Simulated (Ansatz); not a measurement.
**CH₅GeNS: a ladder of functionals and wavefunction methods**

Aim: compute CH₅GeNS with functionals from several rungs and with coupled cluster. The yardstick is the atomisation energy at the CCSD(T) limit.

The runs use Ansatz 0.2.0, Gaussian basis; functionals in def2-TZVPP, the program's frozen cores in correlated methods.

Plan: PBE-D4, r2SCAN-D4, PBE0-D4, B3LYP-D4, ωB97X-V, ωB97M-V, B2PLYP; CCSD(T)/def2-TZVPP; MP2/def2-QZVPP; extrapolation to the limit.

**1. The geometry**

An earlier PBE0-D4 in a triple-zeta def2 set relaxation fixed the geometry.

SMILES `[SH][GeH]1[CH2][NH]1`, 9 atoms, charge 0, spin multiplicity 1.

Atoms are counted from 1 here; the program's logs count them from 0.

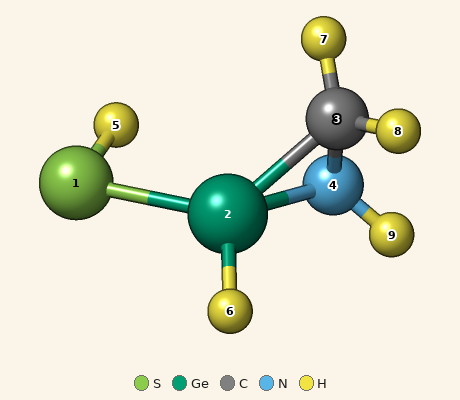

The geometry (sulfur green, germanium teal, carbon grey, nitrogen blue, hydrogen yellow); atoms are numbered from 1 in the order of the file.

**2. PBE-D4 (GGA)**

Contents of in.yaml:

```yaml
crystal:
  periodic: [false, false, false]
  atoms:
    - {symbol: S, position_ang: [-0.675917, 1.573360, -1.950224]}
    - {symbol: Ge, position_ang: [0.390393, 0.777735, -0.194754]}
    - {symbol: C, position_ang: [0.482799, -1.073979, 0.273238]}
    - {symbol: N, position_ang: [-0.661683, -0.327328, 0.869320]}
    - {symbol: H, position_ang: [-1.641609, 0.646291, -1.829465]}
    - {symbol: H, position_ang: [1.303612, 1.815373, 0.449870]}
    - {symbol: H, position_ang: [0.188419, -1.837796, -0.441753]}
    - {symbol: H, position_ang: [1.287170, -1.395347, 0.932921]}
    - {symbol: H, position_ang: [-0.584685, -0.224509, 1.873949]}
basis:
  gaussian: {orbitals: def2-TZVPP}
hamiltonian: {xc: pbe, dispersion: d4}
output: {forces: true, orbitals: {seedname: orbitals}}
```

Launch:

```bash
$ ansatz run in.yaml --threads 4 --pin off --events-out ev --progress --plain --max-ram 10444MiB
```

After this run come: r2SCAN-D4 (meta-GGA); PBE0-D4 (hybrid); B3LYP-D4 (hybrid); ωB97X-V (range-separated); ωB97M-V (range-separated); B2PLYP (double hybrid); CCSD(T) in def2-TZVPP; MP2 in def2-QZVPP.

Q: Predict the results of all the runs planned. Wanted: atomisation energy, CCSD(T)/CBS; farthest; mean size of error, hybrid; mean size of error, range-separated; gap, smallest and largest; T1 diagnostic; triples share of the correlation energy.

The runs gave:

```
                               quantity                                           value
        atomisation energy, CCSD(T)/CBS                                  689.1 kcal/mol
functionals within 6.9 kcal/mol (1.0 %)  r2SCAN-D4, PBE0-D4, B3LYP-D4, ωB97X-V, ωB97M-V
                               farthest                         PBE-D4 (+15.2 kcal/mol)
             mean size of error, hybrid                                    2.9 kcal/mol
    mean size of error, range-separated                                    2.1 kcal/mol
              gap, smallest and largest            3.93 eV (PBE-D4), 10.36 eV (ωB97X-V)
                          T1 diagnostic                                          0.0123
triples share of the correlation energy                                           4.3 %
```

In words: PBE-D4 is off by +15.2 kcal/mol. Double hybrids carry the basis error of their MP2 part in triple zeta, and no dispersion term here, so their miss is partly the set-up's. Misses under about 6.9 kcal/mol are within the doubt on the reference itself, which lacks core-valence correlation, relativity and higher excitations, and its outer-core shells are covered unevenly. Hartree-Fock recovers 66 % of the binding; the rest is correlation. Orbital gaps span 3.9 to 10.4 eV; exact exchange widens them. Correlated methods include outer-core shells of Ge, which these sets cover unevenly.
